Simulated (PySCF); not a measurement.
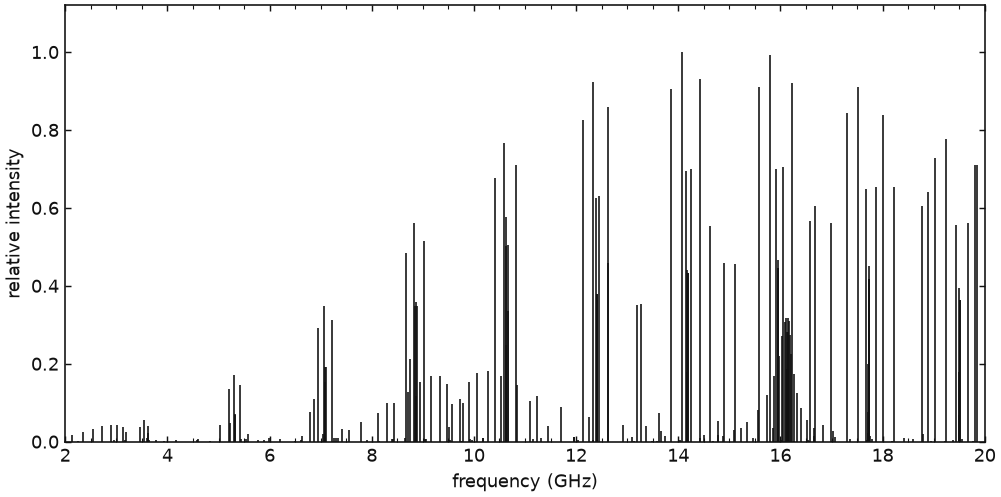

Simulated rotational absorption lines between 2 and 20 GHz at 2 K: rigid rotor with the equilibrium constants and dipole of one optimised conformer (PBE0-D3(BJ)/def2-SVP, PySCF 2.14.0), commonest isotopes; no centrifugal distortion, hyperfine structure, internal rotation or nuclear-spin weights; lines within 1 MHz of each other are summed.

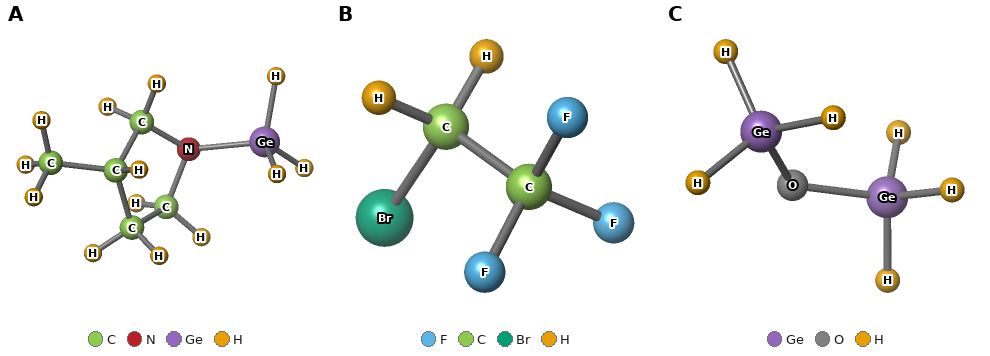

> Which molecule gives this spectrum? The candidates are drawn in the second picture.

Structure A, C₅H₁₃GeN, SMILES C[C@H]1CC[N]([GeH3])C1, singlet. Rotational constants A, B, C = 4.114, 0.9212, 0.8498 GHz, |μa|, |μb|, |μc| = 0.65, 0.04, 0.55 D.

Caveats: coarse grid, loose stop and no frequency check, small forces are noise and the end may be a saddle.
